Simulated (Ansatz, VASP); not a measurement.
**NbSi: VASP beside Ansatz**

Aim: how closely do two programs agree when they are given the same cell, functional and k mesh? The cell is invented: As first built, before any earlier steps moved the atoms: it takes the WC structure with all of its atoms replaced by other elements, volume scaled by an estimate. It may not be a known or stable phase. The cell comes out of the VASP series on this material, whose earlier steps may have relaxed, scaled or displaced it; both programs get it as it stands.

Calculated with Ansatz 0.2.0; plane waves, with VASP 6.6.1 beside it; band structure at HSE06.

### 1. Set-up

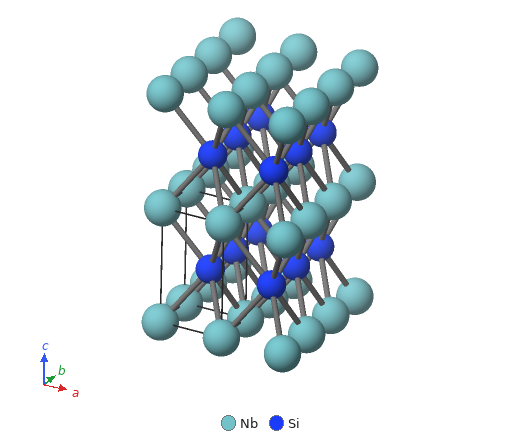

The starting structure, seen slightly off an axis (niobium teal, silicon blue). 2×3×2 cells are drawn. Bonds to atoms that aren't drawn are left out. Some periodic images of atoms are drawn too.

### 2. Ansatz: band structure, HSE06

Ansatz runs on its default PAW (the set named soft_2) files.

Levels along a path test the potential and the projectors away from the mesh points.

File input.yaml:

```yaml
crystal:
  lattice:
    - [3.0335601418, -2.43e-08, 0.0]
    - [-1.51678064, 2.6271406017, 0.0]
    - [0.0, 0.0, 4.0525052525]
  atoms:
    - { symbol: Nb, position: [0.0, 0.0, 0.0] }
    - { symbol: Si, position: [0.66666667, 0.33333333, 0.5] }
hamiltonian:
  xc: { exchange: pbe, correlation: pbe, exx: { coeff: 0.25, omega: 0.2 } }
  pseudopotentials: { kind: paw }
kpoints:
  mp_grid: { grid: [5, 5, 4] }
  band_path:
    path:
      - [0.0, 0.0, 0.0]
      - [0.44444, 0.0, 0.0]
      - [0.38889, 0.22222, 0.0]
      - [0.18519, 0.18519, 0.0]
      - [0.0, 0.0, 0.11111]
      - [0.0, 0.0, 0.5]
      - [0.44444, 0.0, 0.5]
      - [0.38889, 0.22222, 0.5]
      - [0.18519, 0.18519, 0.5]
      - [0.5, 0.0, 0.38889]
      - [0.33333, 0.33333, 0.0]
      - [0.33333, 0.33333, 0.5]
    npoints: 1
scf:
  occupations: { method: gaussian, width: 0.02 }
  n_extra_bands: 7
output:
  forces: true
  stress: true
  eigenvalues: true
```

Command:

```bash
$ ansatz run input.yaml --threads 4 --pin off --max-ram 9216MiB --backend cpu --events-out ev --progress --plain --runs-dir out
```

Numbers of over 12 decimals in the logs are rounded to 6 here.

The log of the run:

```text
Warning: the atoms were moved onto the symmetric positions of the space group found under crystal.symmetry.tolerance 1.0e-5 (fractional; no operation is sought that the atoms, as they stand in a round, miss by more than twice it, and no atom is moved by as much as it), and the run uses the moved positions. Before a round's move an operation carried an atom to 1.52e-8 Å from where it should land, the largest such dist [...]
Warning: output.stress: scf.convergence.dr2_threshold = 1e-7 eV (the SCF's general default) is looser than the 2e-10 eV advised for a printed stress (1e-10 eV for each atom of the cell: 2). What an SCF threshold leaves in a stress goes as its square root, and in the free energy as the threshold itself, and one threshold admits the most on a small cell: [figures from the program's tests cut] Set scf.convergence.dr2_threshold to 2e-10 eV or tighter. The threshold is an SCF's pass mark: one that does not reach it within its budget of iterations ends unconverged, or closes short of it on a stop that the run arms, and scf.convergence.dr2_threshold's page says what that costs each kind of run
Warning: output.stress: scf.exx.energy_threshold = 1e-6 eV is looser than the 2e-8 eV advised for a stress under a hybrid functional (1e-8 eV for each atom of the cell: 2). Every SCF of the exchange loop can meet its threshold on dr2 while the loop round them stops early: no threshold on dr2 bounds what that leaves in the stress. Set scf.exx.energy_threshold to 2e-8 eV or tighter. The threshold is the loop's pass mark: a loop that does not reach it within its budget of cycles ends unconverged, and scf.exx.energy_threshold's page has the law
scf.n_extra_bands = 7 over 9 filled bands (N_el = 17.0): the run solves 16 bands
Engine: ansatz 0.2.0, aarch64-unknown-linux-gnu
Pseudopotentials: kind: paw
Pseudopotential: Nb, paw, valence charge 13, recommended cutoff 420 eV (normal), Nb.paw.azcp
Pseudopotential: Si, paw, valence charge 4, recommended cutoff 420 eV (normal), Si.paw.azcp
Functional definition: unnamed
  parameter a_1 = 0.25
  parameter omega_1 = 0.2/angstrom
  exchange = pbe_x + (-a_1)*pbe_x_sr(omega_1) + a_1*exact_x_sr(omega_1)
  correlation = pbe_c
Crystal: 2 atoms, lattice volume = 32.297 Å³
Basis set: ecut = 420 eV, 613 PW (Γ), exchange–correlation on 48×48×60 points (8 copies of the dense FFT grid, shifted against one another)
Bands: 16, of which v1, the nominal top of the filled ones, is band 9 counted from 1 (8 counted from 0)
Symmetry: 12 space group operations
Space group: P-6m2 (ITA 187), of the structure as read, at distance tolerance 3.2e-5 Å
k-points: 15 of 100 (time reversal used)
Non-local potential: Nb, projectors of the file, l = 0: 3, l = 1: 2, l = 2: 2, l = 3: 1
Non-local potential: Si, projectors of the file, l = 0: 2, l = 1: 2, l = 2: 2
PAW form: soft (Blöchl's): semilocal exchange-correlation on the pseudo side does not see the compensation charge
PAW frozen core: Nb, regenerated for the run's functional, and the local potential with it (the file was generated under x = pbe(κ = 0.804, μ = 0.219515), c = pbe(β = 0.066725))
PAW frozen core: Si, regenerated for the run's functional, and the local potential with it (the file was generated under x = pbe(κ = 0.804, μ = 0.219515), c = pbe(β = 0.066725))
PAW one-centre angular grid: Nb, 590 points (default); XC on 64 Gauss nodes
PAW one-centre angular grid: Si, 110 points (default); XC on 64 Gauss nodes
Initial density: superposition of atomic densities (neutral atoms: chi_scale 0, normalization atom), corrected by the library's trained network
Initial wavefunctions: pseudopotential atomic-orbital guess
Functional: x = pbe(κ = 0.804, μ = 0.219515), c = pbe(β = 0.066725), warm-up for x = pbe(κ = 0.804, μ = 0.219515) + 0.25 (exact − pbe) at short range (hse, ω = 0.2 Å⁻¹), c = pbe(β = 0.066725)
SCF iter   1: F=—  HF=-5188.790411 eV  |F-HF|=—  |Δ(HF+E_count)|=         —  Δρ=5.89e-3  dr2=9.66e-3  ethr=1.77e-3  ⟨swp⟩=7.1  Hψ=1050  notcnv=0
preconditioner: auto → none  [insulator: Δε(μ)=0.057 eV  Ē_g=9.623 eV  σ=0.020 eV  W_gap=0.67  n_scr=8 (ndim 8)  ℏωp=19.6 eV  f_vac=0.000  D(μ)=3.09/eV (n_scr^D=40)]
SCF iter   2: F=—  HF=-5188.789161 eV  |F-HF|=—  |Δ(HF+E_count)|=   1.25e-3  Δρ=2.58e-3  dr2=1.38e-3  ethr=5.68e-5  ⟨swp⟩=4.0  Hψ=546  notcnv=0  defer=5
iter 3 solved again at ethr=1.04e-7 eV; its pass at ethr=8.10e-6 eV (dr2=1.77e-5 eV) is discarded
SCF iter   3: F=—  HF=-5188.789194 eV  |F-HF|=—  |Δ(HF+E_count)|=   3.24e-5  Δρ=3.93e-4  dr2=1.79e-5  ethr=1.04e-7  ⟨swp⟩=3.1  Hψ=914  notcnv=0
SCF iter   4: F=—  HF=-5188.789200 eV  |F-HF|=—  |Δ(HF+E_count)|=   6.76e-6  Δρ=6.34e-5  dr2=8.15e-7  ethr=1.04e-7  ⟨swp⟩=2.0  Hψ=368  notcnv=0
SCF iter   5: F=—  HF=-5188.789200 eV  |F-HF|=—  |Δ(HF+E_count)|=   2.57e-7  Δρ=1.07e-5  dr2=3.25e-8  ethr=4.79e-9  ⟨swp⟩=3.0  Hψ=405  notcnv=0
SCF iter   6: F=—  HF=-5188.789200 eV  |F-HF|=—  |Δ(HF+E_count)|=   2.01e-9  Δρ=3.79e-6  dr2=2.16e-9  ethr=1.91e-10  ⟨swp⟩=3.1  Hψ=435  notcnv=0
SCF iter   7: F=-5188.789200 eV  HF=-5188.789200 eV  |F-HF|=1.36e-11  |Δ(HF+E_count)|=  2.09e-11  Δρ=6.25e-7  dr2=5.05e-11  ethr=1.27e-11  ⟨swp⟩=2.3  Hψ=373  notcnv=0
SCF 1 converged in 7 iterations: F = -5188.789200 eV  dr2 = 5.05e-11
[...]
Frozen-core exchange: fock
[...]
preconditioner: auto → none  [insulator: Δε(μ)=0.141 eV  Ē_g=10.923 eV  σ=0.020 eV  W_gap=0.67  n_scr=8 (ndim 8)  ℏωp=19.6 eV  f_vac=0.000  D(μ)=3.21/eV (n_scr^D=40)]
[...]
SCF 3 stopped early in 4 iterations: F = -5191.333618 eV  dr2 = 4.55e-6
hybrid outer 2: dexx = +8.329e-5 eV, tail = 1.34e-5 eV, Δε = 3.49e-2 eV (about 3.57e-3 eV left of the loop's levels)
Exchange kernel: α = 0.2500, screened, ω = 0.2000 Å⁻¹, Wigner–Seitz truncation, v(0) = 1103.6926 eV·Å³, q-mesh 5×5×4, nearest image of the exchange supercell L = 15.17 Å, pair-density grid 15×15×18, without the augmentation charges, whose exchange is taken in its separable form by FFT convolution over the k-point mesh (sized by the pseudopotential files, 18×18×30 at the most), smooth part of the exact exchange by density-matrix convolution
Frozen-core exchange: fock
[...]
preconditioner: auto → none  [insulator: Δε(μ)=0.144 eV  Ē_g=10.920 eV  σ=0.020 eV  W_gap=0.68  n_scr=8 (ndim 8)  ℏωp=19.6 eV  f_vac=0.000  D(μ)=3.30/eV (n_scr^D=40)]
[...]
SCF iter  18: F=-5191.334508 eV  HF=-5191.334543 eV  |F-HF|=3.42e-5  |Δ(HF+E_count)|=   5.23e-4  Δρ=5.74e-4  dr2=1.69e-4  ethr=5.34e-12  ⟨swp⟩=6.0  Hψ=1029  notcnv=0
SCF iter  19: F=-5191.334584 eV  HF=-5191.334612 eV  |F-HF|=2.78e-5  |Δ(HF+E_count)|=   6.97e-5  Δρ=4.98e-4  dr2=1.00e-4  ethr=5.34e-12  ⟨swp⟩=5.1  Hψ=915  notcnv=0
SCF iter  20: F=-5191.334631 eV  HF=-5191.334673 eV  |F-HF|=4.19e-5  |Δ(HF+E_count)|=   6.10e-5  Δρ=4.49e-4  dr2=6.96e-5  ethr=5.34e-12  ⟨swp⟩=5.2  Hψ=956  notcnv=0
SCF iter  21: F=-5191.334661 eV  HF=-5191.334669 eV  |F-HF|=7.51e-6  |Δ(HF+E_count)|=   4.71e-6  Δρ=2.82e-4  dr2=1.60e-5  ethr=5.34e-12  ⟨swp⟩=5.9  Hψ=1015  notcnv=0
SCF iter  22: F=-5191.334666 eV  HF=-5191.334668 eV  |F-HF|=1.50e-6  |Δ(HF+E_count)|=   7.92e-7  Δρ=1.78e-4  dr2=4.67e-6  ethr=5.34e-12  ⟨swp⟩=5.0  Hψ=876  notcnv=0
SCF iter  23: F=-5191.334667 eV  HF=-5191.334667 eV  |F-HF|=4.06e-7  |Δ(HF+E_count)|=   3.99e-7  Δρ=7.02e-5  dr2=9.67e-7  ethr=5.34e-12  ⟨swp⟩=5.0  Hψ=746  notcnv=0
SCF iter  24: F=-5191.334667 eV  HF=-5191.334667 eV  |F-HF|=7.90e-8  |Δ(HF+E_count)|=  4.37e-10  Δρ=3.02e-5  dr2=1.72e-7  ethr=5.34e-12  ⟨swp⟩=4.5  Hψ=669  notcnv=0
SCF 4 stopped early in 24 iterations: F = -5191.334667 eV  dr2 = 1.72e-7
hybrid outer 3: dexx = +3.043e-3 eV, tail = 2.49e-6 eV, Δε = 7.11e-2 eV (about 3.50e-3 eV left of the loop's levels)
Exchange kernel: α = 0.2500, screened, ω = 0.2000 Å⁻¹, Wigner–Seitz truncation, v(0) = 1103.6926 eV·Å³, q-mesh 5×5×4, nearest image of the exchange supercell L = 15.17 Å, pair-density grid 15×15×18, without the augmentation charges, whose exchange is taken in its separable form by FFT convolution over the k-point mesh (sized by the pseudopotential files, 18×18×30 at the most), smooth part of the exact exchange by density-matrix convolution
Frozen-core exchange: fock
SCF iter   1: F=—  HF=-5191.334688 eV  |F-HF|=—  |Δ(HF+E_count)|=         —  Δρ=1.96e-5  dr2=4.48e-8  ethr=3.70e-8  ⟨swp⟩=3.3  Hψ=533  notcnv=0
preconditioner: auto → none  [insulator: Δε(μ)=0.105 eV  Ē_g=10.924 eV  σ=0.020 eV  W_gap=1.00  n_scr=8 (ndim 8)  ℏωp=19.6 eV  f_vac=0.000  D(μ)=0.00/eV (n_scr^D=0)]
SCF iter   2: F=—  HF=-5191.334688 eV  |F-HF|=—  |Δ(HF+E_count)|=   1.01e-9  Δρ=9.59e-6  dr2=8.44e-9  ethr=2.48e-10  ⟨swp⟩=3.1  Hψ=403  notcnv=0
SCF iter   3: F=-5191.334688 eV  HF=-5191.334688 eV  |F-HF|=1.18e-9  |Δ(HF+E_count)|=   3.29e-9  Δρ=1.54e-6  dr2=1.41e-9  ethr=4.91e-11  ⟨swp⟩=3.1  Hψ=434  notcnv=0
SCF 5 converged in 3 iterations: F = -5191.334688 eV  dr2 = 1.41e-9
  Residual-converged pass: ⟨swp⟩=3.0  Hψ=425  notcnv=0  max |occ|·‖R‖ = 1.8e-6 eV (tolerance 2.0e-6 eV)  dr2=1.40e-9  dr2_onsite=4.11e-11  max |Δocc| = 5.2e-14
hybrid outer 4: dexx = +2.143e-8 eV, tail = 6.27e-9 eV, Δε = 1.76e-3 eV (about 5.11e-4 eV left of the loop's levels)
at 14 of the mixer's solves, all of them in the SCFs whose states led to this one, it left a direction of its history that read negative out of its fit and stepped the other way along it
NSCF: frozen V_eff on 12 k-points
hybrid SCF converged: 4 outer / 37 inner (+7 warm-up), last move |dexx| = 2.14e-8 eV, tail = 6.27e-9 eV
Stability not checked: this state was not tested for a lower state beside it, because the functional holds exact exchange (a hybrid, or Hartree-Fock), whose exchange loop this test does not read (fock_operator; see scf.lower_state_search)
Free energy (F): -5191.334688 eV
Frozen-core exchange: fock
Harris-Foulkes:  -5191.334688 eV  (|F-HF|=1.18e-9)
Internal energy: -5191.334687 eV  (E = F + TS)
E sigma→0 (E₀):  -5191.334688 eV
Entropy (-TS):   -0.000001 eV (-0.000 meV/atom)
Fermi energy:    14.704632 eV
--- Per-component energies (eV) ---
  E_band       = -107.593896
  E_kinetic    = 434.997995
  E_local      = -907.119344  (includes V_loc(G=0)·N_el)
  E_nonlocal   = 142.085226
  E_hartree    = 309.526359
  E_xc         = -186.465403
  E_vxc        = -208.521890  (∫ρ·V_xc dr)
  E_exx        = -42.026060  (= α·E_x^exact, valence–valence)
  E_paw        = -3590.768629  (= ΣΔE_a)
  E_vpaw       = -104.035477  (= ΣTr[D̂ρ^β])
  E_aug_tail   = 0.000013  (compensation charges beyond the density's cutoff)
  E_ewald      = -1351.088018
  E_core_change = -0.476826  (= ΣΔE_core)
  E_smearing   = -0.000001  (= −TS)
  E_closure    = 0.000000  (closes the sum)
  Σ components = -5191.334688   (vs F -5191.334688, Δ=9.09e-13)
--- Forces (eV/Å), atoms counted from 1 ---
  atom   1  Nb     0.00000000    -0.00000000    -0.00000000
  atom   2  Si     0.00000000    -0.00000000    -0.00000000
  max |Σ_I F_I| component: 1.48e-16 eV/Å
--- Stress (GPa, compression-positive) ---
       -6.147120       0.000000      -0.000000
       -0.000000      -6.147120      -0.000000
       -0.000000      -0.000000       0.750588
  P = ⅓ Tr σ = -3.8479 GPa (-38.479 kbar)
--- Band table (eV; the first three rows and the last of 15) ---
  k-point 0: bands = [... 5 lower, 10.6367, 12.6934, 14.7554, 14.7554, 17.4743, 17.4743, 22.6579, 23.0130, ... 3 higher]
  k-point 1: bands = [... 5 lower, 9.0508, 13.3027, 14.8885, 14.8885, 16.9290, 16.9290, 23.0553, 23.0553, ... 3 higher]
  k-point 2: bands = [... 5 lower, 7.4025, 13.7776, 15.0410, 15.0410, 16.4793, 16.4793, 22.5776, 22.5776, ... 3 higher]
  k-point 14: bands = [... 5 lower, 9.7556, 10.9323, 12.5902, 13.7283, 16.0945, 19.5997, 20.4390, 20.6353, ... 3 higher]
```

Wall time 16 s (4 threads of Arm Neoverse V2, shared host); peak memory 0.67 GiB.

(Continued in part 2 of 2.)

[Lines on the potential files, build, host, timing and source positions are cut from VASP's logs without a mark.]

[Logs are printed without paths, hosts, clocks, repeated set-up lines and the standing remarks that a program may print on its own settings, such as how far it seeks lower states.]

[Hosts, paths, dates, database ids (printed as entryN), source tags and the programs' standing remarks are cut or masked in the printed files.]
